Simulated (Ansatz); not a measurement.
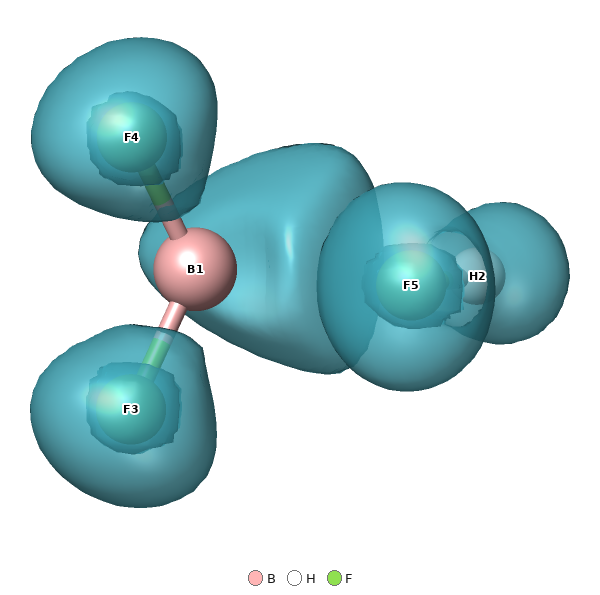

BF2···HF (doublet). Isosurface of the ELF at 0.75 (cyan), seen at a tilt. Only the valence region is drawn (cores and ρ < 0.01 e/Å³ removed).

Computed with UKS PBE0/6-31G* (Ansatz).

Input

```
crystal:
  periodic: [false, false, false]
  atoms:
    - { symbol: B, position_ang: [0.00015, 0.10417, -0.277466] }
    - { symbol: H, position_ang: [0.000429, 0.387866, 2.091346] }
    - { symbol: F, position_ang: [1.142421, -0.097507, -0.879397] }
    - { symbol: F, position_ang: [-1.141881, -0.101247, -0.878256] }
    - { symbol: F, position_ang: [-0.00112, -0.293282, 2.723774] }
magnetization:
  spin_polarized: true
  initial_magnetization: 1
basis:
  gaussian: { orbitals: "6-31G*" }
hamiltonian:
  xc: pbe0
relax:
  f_tol: 0.03
  max_steps: 50
output:
  orbitals: {}
```

Command:

```sh
ansatz run input.yaml --threads 1 --pin off --max-ram 2048MiB --backend cpu --events-out ev --progress --plain --runs-dir out
```

The fields are those of the run's last geometry, not of the input's.

**What do the ELF domains correspond to?**

The surface consists of two regions on F in which the atom's valence shell and bonds are merged, one lobe on B, pointing away from the bonds (non-bonding electrons) and one joined region spread over several atoms (F, H), in which their bonds and any lone pairs are merged.

Values along the shortest contacts:
B1···F5 (2.27 Å): the ELF is about 0.15 at the midpoint. B–F (1.32 Å): the ELF peaks at about 0.85 between the atoms, as expected for a shared but strongly polarised pair.
